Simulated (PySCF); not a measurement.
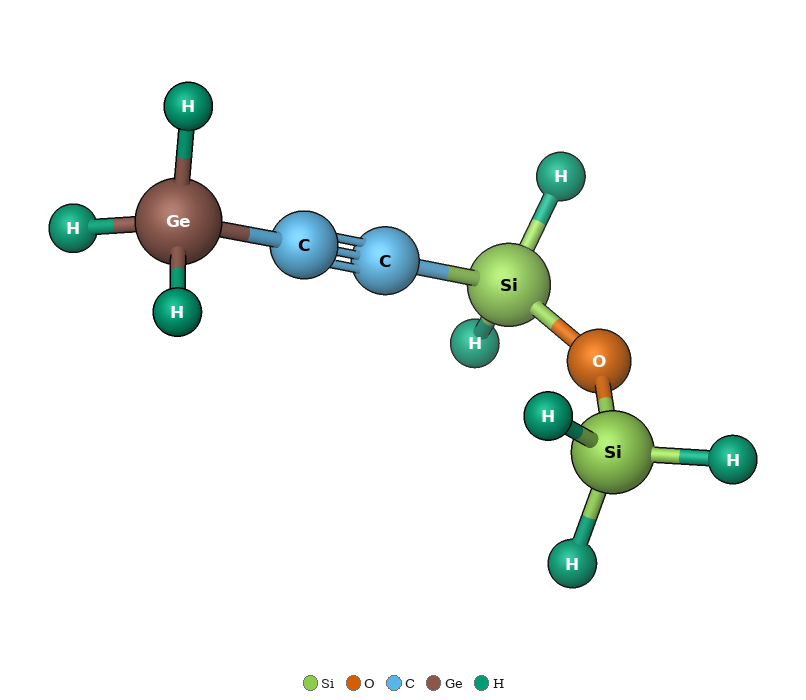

The computed structure is the end point of a PBE0-D3(BJ)/def2-SVP optimisation. No frequency run is at hand to confirm it as a minimum. Program: PySCF 2.14.0.

Tabulate dipole (D) at these levels: PBE0/6-31G; PBE0/6-31G*; PBE0/STO-3G; PBE0/cc-pVDZ; PBE0/def2-SVP; PBE0/def2-TZVP.

```tsv
level	dipole (D)
PBE0/6-31G	1.65
PBE0/6-31G*	1.28
PBE0/STO-3G	0.78
PBE0/cc-pVDZ	1.19
PBE0/def2-SVP	1.23
PBE0/def2-TZVP	1.14
```
